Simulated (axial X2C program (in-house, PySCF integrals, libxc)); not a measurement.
**InS: properties at the nuclei**

Aim: properties at the nuclei of InS, with spin–orbit coupling in the Hamiltonian from the start.

Method: two-component X2C with atomic mean-field terms, In dyall-cv3z, S dyall-av3z; program: an in-house X2C program for linear molecules on PySCF integrals.

All values are calculated.

### 1 Input

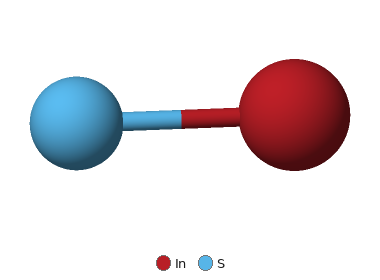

The two atoms at 2.300 Å (indium red, sulfur blue).

Contents of task.json:

```json
{"zs": [49, 16], "q": 0, "bas": ["dyall-cv3z", "dyall-av3z"], "r0": 2.3, "levels": ["PBE0", "HF", "TPSSh", "BHandHLYP", "r2SCAN"], "nst": 3}
```

Keys: zs atomic numbers; q charge; bas basis sets; r0 starting distance in Å; levels methods (HF also brings MP2); nst determinants followed.

Started as:

```sh
$ python soeom.py task.json out
```

Nuclei are Gaussian, cores are contracted, and the Gaunt term is on.

### 2 Expectation values, lowest determinant

R = 2.283 Å. State: Ω = 1/2 (excess of +ω over −ω: ω = 1/2).

Output of the PBE0 run:

```text
two-component X2C + atomic mean field  PBE0
basis functions 191  fitting functions 967  grid points 5080
iter        total energy     max residual
   1      -6276.754362747     3.99e+00
   2      -6277.321188575     1.22e-01
   3      -6277.327436492     1.94e-02
   4      -6277.328076625     3.53e-02
   5      -6277.329055546     3.34e-03
   6      -6277.329144732     1.03e-02
   7      -6277.329279222     1.40e-03
   8      -6277.329280637     1.38e-04
   9      -6277.329280953     1.47e-04
  10      -6277.329280974     3.84e-05
  11      -6277.329280979     2.78e-05
  12      -6277.329280981     1.22e-05
  13      -6277.329280981     2.30e-06
converged
one-electron -9000.76282132  Coulomb 2731.61271488  exact exchange -45.91293938  xc functional -140.65328167  nuclear repulsion 181.72358010  atomic mean-field constant -3.33653358
```

The highest occupied spinor is 83% S p, 11% In p, 4% In d.

| level | Eeff magnitude (GV/cm) | Ws magnitude In (kHz) | A∥/gI In (MHz) | qzz In (a.u.) | A∥/gI S (MHz) | qzz S (a.u.) | μ (D) |
| --- | --- | --- | --- | --- | --- | --- | --- |
| PBE0 | 11.9 | 13.9 | 1710 | -2.66 | 183 | 2.57 | -4.29 |
| HF | 17.3 | 20.4 | 358 | -3.56 | 36 | 2.79 | -4.70 |
| TPSSh | 11.7 | 13.6 | 1860 | -2.54 | 219 | 2.51 | -4.21 |
| BHandHLYP | 12.1 | 14.2 | 1240 | -2.86 | 201 | 2.78 | -4.41 |
| r2SCAN | 12.2 | 14.2 | 1940 | -2.51 | 214 | 2.43 | -4.12 |

Eeff is the effective electric field on the electron dipole moment in this Ω state and Ws the scalar–pseudoscalar constant (defined with the proton number Z and per Ω); A∥ is the parallel hyperfine constant, which follows by multiplying with the nuclear g factor gI = μI/(I μN); qzz is the electric field gradient, eQq0 = 234.96 MHz × Q/barn × qzz; μ is positive if S is the positive end. The operators were transformed with the bare-nucleus X2C matrices.

### 3 Expectation values, a higher determinant

R = 2.283 Å. State: Ω = 3/2 (excess of +ω over −ω: ω = 3/2), 0.35 eV above the lowest in the PBE0 search for states (made at or near this distance, with looser thresholds).

Output of the PBE0 run:

```text
two-component X2C + atomic mean field  PBE0
basis functions 191  fitting functions 967  grid points 5080
iter        total energy     max residual
   1      -6276.713255945     4.28e+00
   2      -6277.305042647     1.27e-01
   3      -6277.313799305     1.92e-02
   4      -6277.314393690     1.97e-02
   5      -6277.314778109     2.22e-03
   6      -6277.314783909     3.50e-04
   7      -6277.314784650     2.23e-04
   8      -6277.314784716     4.11e-05
   9      -6277.314784725     2.22e-05
  10      -6277.314784726     7.68e-06
converged
one-electron -9001.72190644  Coulomb 2732.60629732  exact exchange -45.92191190  xc functional -140.66431022  nuclear repulsion 181.72358010  atomic mean-field constant -3.33653358
```

The highest occupied spinor is 32% S p, 30% In p, 29% In s.

| level | Eeff magnitude (GV/cm) | Ws magnitude In (kHz) | A∥/gI In (MHz) | qzz In (a.u.) | A∥/gI S (MHz) | qzz S (a.u.) | μ (D) |
| --- | --- | --- | --- | --- | --- | --- | --- |
| PBE0 | 0.0248 | 0.00442 | 46.9 | -5.64 | 211 | -1.47 | -1.33 |
| HF | 0.26 | 0.096 | 39.2 | -6.18 | 218 | -1.46 | -1.22 |
| TPSSh | 0.0693 | 0.0133 | 53.6 | -5.52 | 218 | -1.50 | -1.29 |
| BHandHLYP | 0.0191 | 0.00535 | 43.4 | -5.81 | 221 | -1.51 | -1.43 |
| r2SCAN | 0.0807 | 0.0405 | 64 | -5.57 | 223 | -1.56 | -1.19 |

### 4 Outcome

| quantity | value |
| --- | --- |
| lowest determinant | Ω = 1/2 (excess of +ω over −ω: ω = 1/2) |
| Eeff magnitude (GV/cm), PBE0 | 11.9 |
| Ws magnitude In (kHz), PBE0 | 13.9 |
| A∥/gI In (MHz), PBE0 | 1710 |
| qzz In (a.u.), PBE0 | -2.66 |
| higher determinant | Ω = 3/2 (excess of +ω over −ω: ω = 3/2) |
| Eeff magnitude (GV/cm), PBE0, higher determinant | 0.0248 |
| Ws magnitude In (kHz), PBE0, higher determinant | 0.00442 |
| A∥/gI In (MHz), PBE0, higher determinant | 46.9 |
| qzz In (a.u.), PBE0, higher determinant | -5.64 |

In the first state, the effective field runs from 11.7 to 17.3 GV/cm over the mean-field levels. The expectation values come from single determinants, which for open shells can mix terms of unlike spin or miss the lowest Ω, so a determinant need not be a state. Eeff is the effective electric field on the electron dipole moment in this Ω state and Ws the scalar–pseudoscalar constant (defined with the proton number Z and per Ω); A∥ is the parallel hyperfine constant, which follows by multiplying with the nuclear g factor gI = μI/(I μN); qzz is the electric field gradient, eQq0 = 234.96 MHz × Q/barn × qzz; μ is positive if S is the positive end. The operators were transformed with the bare-nucleus X2C matrices.
